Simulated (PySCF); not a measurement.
Consider C₂H₁₁FOSi₃ (SMILES CC[SiH2]O[SiH2][SiH2]F).

```xyz
18

C    -3.4560    0.1464   -0.3177
C    -2.0102   -0.0700    0.1158
Si   -0.7643    0.2262   -1.2848
O     0.7517    0.0044   -0.7458
Si    1.9131   -0.7605    0.0960
Si    3.8074    0.4377   -0.3810
F     5.0216   -0.3439    0.3557
H    -3.6010    1.1655   -0.6691
H    -3.7187   -0.5287   -1.1289
H    -4.1434   -0.0289    0.5084
H    -1.7885    0.5953    0.9535
H    -1.9016   -1.0874    0.4994
H    -0.9677   -0.7203   -2.3829
H    -0.7513    1.6185   -1.7334
H     1.9044   -2.1658   -0.3379
H     1.4926   -0.7656    1.5067
H     4.2728    0.4954   -1.7687
H     3.9304    1.7883    0.1735
```

Geometry: GFN2-xTB.

Method: CAM-B3LYP/def2-SVPD, SCF density, gas phase in PySCF.

Question: Predict the electron density and electron localisation function between the atoms.

Answer: C–C (1.52 Å): ρ is about 1.6 e/Å³ halfway; the ELF peaks at about 0.95 between the atoms (a covalent bond).
Si–O (1.62 Å): ρ at the midpoint is about 1.1 e/Å³; the ELF peaks at about 0.85 between the atoms; a short, strongly polar bond.
C–Si (1.90 Å): ρ is about 0.96 e/Å³ halfway; the ELF peaks at about 1 between the atoms: localised, covalent bonding.
C–H (1.09 Å): ρ at the midpoint is about 2 e/Å³; the ELF climbs to about 1 towards the hydrogen, as it does in any bond to H: an ordinary covalent bond to hydrogen.

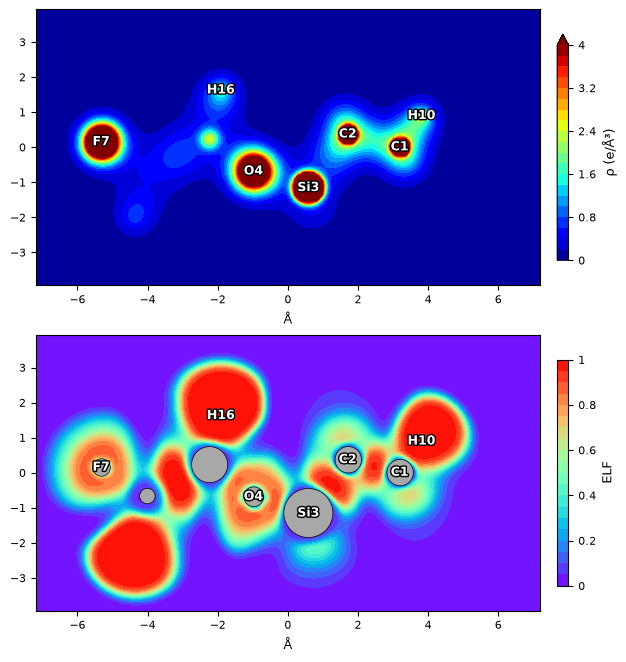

Computed electron density and electron localisation function on the plane of atoms C2, Si3 and O4, in this order. Grey discs cover the atomic cores in the ELF map. 
